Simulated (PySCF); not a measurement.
# CH10OSi3: the cost of one run

Computed with PySCF 2.14.0, with density-fitted response routines of our own, on a single molecule, in the gas phase or a continuum. Atoms count from 0, in the outputs and in this text.

**1. The starting structure**

15 atoms, charge 0, multiplicity 1; geometry from: GFN2-xTB. The atoms were then displaced at random by about 0.01 Å, so the start is not that level's minimum.

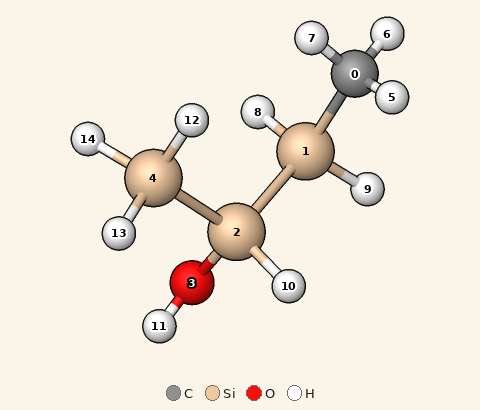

The starting geometry (carbon grey, silicon light orange, oxygen red, hydrogen white), atoms numbered.

**2. Relaxing the molecule at PBE0-D3(BJ)/def2-SVP**

What the job is given:

```
{"job": {"xc": "PBE0", "basis": "def2-SVP", "d3": "d3bj", "grid": 1, "shake": 0.01, "kind": "geom"}, "charge": 0, "multiplicity": 1}
C      2.239840     0.819490     0.224850
Si     1.415920    -0.724300    -0.508210
Si    -0.781780    -0.839560     0.240430
O     -1.286830    -2.073850    -0.674470
Si    -2.133300     1.018530     0.043050
H      2.204940     0.832410     1.304270
H      3.262880     0.941610    -0.093230
H      1.710510     1.747540    -0.101380
H      1.536370    -0.618350    -1.951800
H      2.276350    -1.859740    -0.119200
H     -0.854370    -1.305280     1.664860
H     -2.187920    -2.442130    -0.565620
H     -1.531390     2.207600     0.661350
H     -3.469600     0.897880     0.690270
H     -2.416960     1.380760    -1.339390
```

Command:

```
> OMP_NUM_THREADS=1 python probes_run.py task.json out
```

One launch serves the whole session: the jobs run in the order shown.

Q: Estimate the wall time and peak memory of this first job on 1 thread of Arm Neoverse N1, shared host.

About 2.3 min, with a peak of 0.52 GiB.
